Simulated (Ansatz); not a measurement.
```
atom    x (Å)    y (Å)    z (Å)
  In   1.5463   1.8136  -0.1589
   O   0.0544  -1.2080  -0.3317
   H  -0.3791  -0.5086   0.1871
  Cl  -0.5777   1.5350   1.1446
   H  -0.6440  -1.6319  -0.8410
```

Core potentials replace the inner electrons of In.

All numbers below come from RKS PBE0/def2-SVPD (Ansatz).

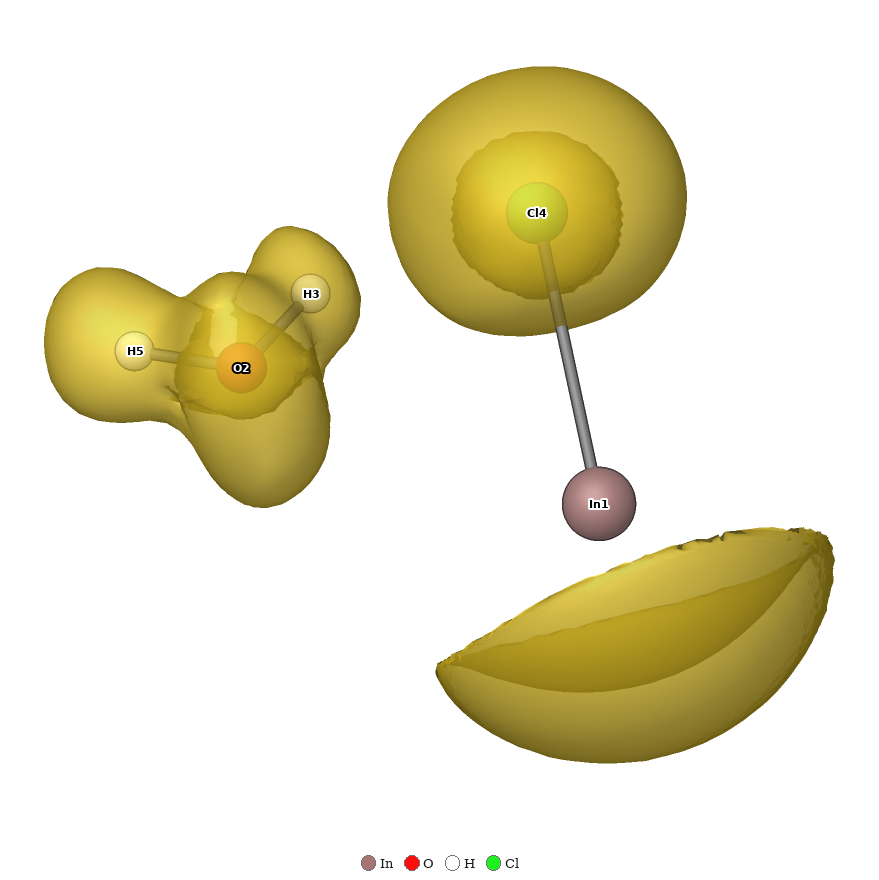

ClIn···H2O. Isosurface of the electron localisation function at 0.75 (yellow), seen at a tilt. Only the valence region is drawn (cores and ρ < 0.01 e/Å³ removed).

Q: Where are the electrons localised?

A: The surface consists of one lobe on In, pointing away from the bonds (lone pairs), one region wrapped around Cl (its valence shell) and one joined region spread over several atoms (H, O), in which their bonds and any lone pairs are merged. Along the contacts the grid gives the following. Cl4···H3 (2.27 Å): the ELF dips to about 0.10 between them: by its geometry a hydrogen bond between the two molecules, with no shared pair. In–Cl (2.51 Å): the ELF peaks at about 0.85 in the valence shell of Cl, 0.8 Å from its nucleus, and drops to about 0.15 between the two atoms.
